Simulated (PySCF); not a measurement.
**B4NH5 (closo-2-NB4 (H on N)): MP2/6-311+G(d,p)**

What is the vertical singlet–triplet gap of B4NH5 (closo-2-NB4 (H on N)) at MP2/6-311+G**? The job is set up through a Python script.

The calculation is run with PySCF 2.14.0.

## (1) The molecule

B4NH5 has 10 atoms, charge 0, and is taken as a singlet. The shape is that of a GFN2-xTB optimisation.

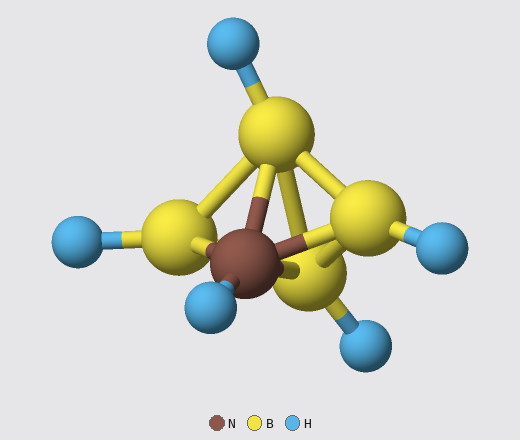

Viewed from a chosen angle; nitrogen brown, boron yellow, hydrogen blue.

## (2) A single-point energy at MP2/6-311+G(d,p)

The input, start.xyz:

```xyz
10
B4H5N
N      0.087610     0.468700     0.568970
B      0.595510    -0.929770    -0.155170
B      0.705390     0.683870    -0.781810
B     -0.725420    -0.789410     0.653100
B     -0.745870     0.127620    -0.820010
H      0.208350     1.107310     1.343240
H      1.625040    -1.470870    -0.137660
H      1.584230     1.419310    -1.003770
H     -1.509690    -1.022790     1.485640
H     -1.825150     0.406030    -1.152530
```

The input, job.py:

```python
from pyscf import gto, mp

mol = gto.Mole()
mol.atom = 'start.xyz'
mol.verbose = 3
mol.basis = '6-311+g**'
mol.max_memory = 1860
mol.build()

calc0 = mol.RHF()
calc0.conv_tol = 1e-10
calc0.kernel()
if not calc0.converged:
    calc0 = calc0.newton().run(calc0.mo_coeff, calc0.mo_occ)

pt = mp.MP2(calc0, frozen=5).run()
e_tot = pt.e_tot
print('E(%s) = %.9f' % ('MP2', e_tot))
```

Launch:

```console
$ OMP_NUM_THREADS=1 python job.py
```

The log of the run:

```text
converged SCF energy = -156.018197895243
E(RMP2) = -156.589259448701  E_corr = -0.571061553457834
E(SCS-RMP2) = -156.580520858261  E_corr = -0.562322963018083
E(MP2) = -156.589259449
```

Wall time 12 s (1 thread of Arm Neoverse V1, shared host); peak memory 0.59 GiB.

## (3) The triplet, same level

The input, job.py:

```python
from pyscf import gto, scf, mp

system = gto.M(
    atom='''
N        0.087610       0.468700       0.568970
B        0.595510      -0.929770      -0.155170
B        0.705390       0.683870      -0.781810
B       -0.725420      -0.789410       0.653100
B       -0.745870       0.127620      -0.820010
H        0.208350       1.107310       1.343240
H        1.625040      -1.470870      -0.137660
H        1.584230       1.419310      -1.003770
H       -1.509690      -1.022790       1.485640
H       -1.825150       0.406030      -1.152530
''',
    spin=2,
    max_memory=1860,
    basis='6-311+g**',
    verbose=3,
)

mf = scf.UHF(system)
mf.conv_tol = 1e-10
mf.kernel()
if not mf.converged:
    mf = mf.newton().run(mf.mo_coeff, mf.mo_occ)

pt = mp.MP2(mf, frozen=5).run()
etot = pt.e_tot
print(f'total energy: {etot:.8f} hartree')
```

Launch:

```console
$ OMP_NUM_THREADS=1 python job.py
```

The log of the run:

```text
WARN: HOMO 0.010320900854099 >= LUMO -0.203474507608899

converged SCF energy = -155.90261365423  <S^2> = 2.0325438  2S+1 = 3.021618
E(UMP2) = -156.439994794912  E_corr = -0.537381140682072
E(SCS-UMP2) = -156.43251741168  E_corr = -0.529903757449791
total energy: -156.43999479 hartree
```

Wall time 40 s (1 thread of Arm Neoverse V1, shared host); peak memory 0.85 GiB.

## (4) Outcome

Level: MP2/6-311+G**, 5 core orbitals frozen.

| quantity | value |
| --- | --- |
| singlet: total energy | -156.58926 Eh |
| singlet: dipole moment (Hartree–Fock density) | 2.14 D |
| singlet: HOMO energy (Hartree–Fock orbitals) | -8.93 eV |
| singlet: LUMO energy (Hartree–Fock orbitals) | 1.24 eV |
| singlet: HOMO–LUMO gap (Hartree–Fock orbitals) | 10.17 eV |
| singlet: correlation energy (5 core orbitals frozen) | -571.1 mEh |
| triplet: total energy | -156.43999 Eh |
| triplet: dipole moment (Hartree–Fock density) | 1.56 D |
| triplet: HOMO energy (Hartree–Fock orbitals) (highest over α and β) | -5.56 eV |
| triplet: LUMO energy (Hartree–Fock orbitals) (lowest over α and β) | -0.12 eV |
| triplet: correlation energy (5 core orbitals frozen) | -537.4 mEh |
| triplet: ⟨S²⟩ of the reference determinant | 2.033 |
| vertical energy of the triplet above the singlet | 4.062 eV |

In words: At this shape the triplet lies 4.06 eV (392 kJ/mol) above the singlet.
